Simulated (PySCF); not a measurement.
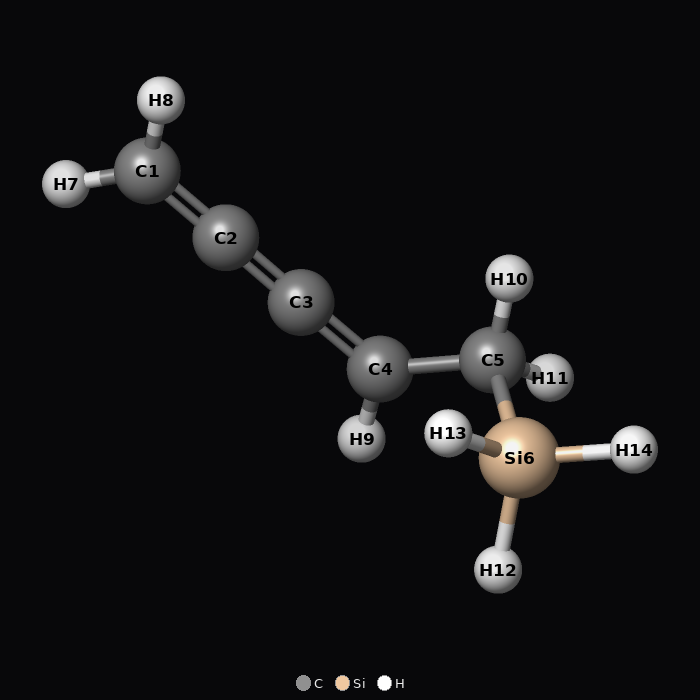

Numbered structure. The geometry was computed by an optimisation with PBE0-D3(BJ)/def2-SVP. No frequency run is at hand to confirm it as a minimum.

How are the neighbours of atom 5 arranged?

C5 has 4 neighbours (C4 at 1.49, Si6 at 1.90, H10 at 1.10, H11 at 1.10 Å); the arrangement is tetrahedral.

How are the neighbours of atom 2 arranged?

C2 has 2 neighbours (C1 at 1.32, C3 at 1.27 Å); the arrangement is linear.

How are the neighbours of atom 3 arranged?

C3 has 2 neighbours (C2 at 1.27, C4 at 1.32 Å); the arrangement is linear.

What is the geometry at C4?

C4 has 3 neighbours (C3 at 1.32, C5 at 1.49, H9 at 1.10 Å); the arrangement is trigonal planar.

What is the dihedral angle C3–C4–C5–Si6?

102° in size, that is anticlinal.
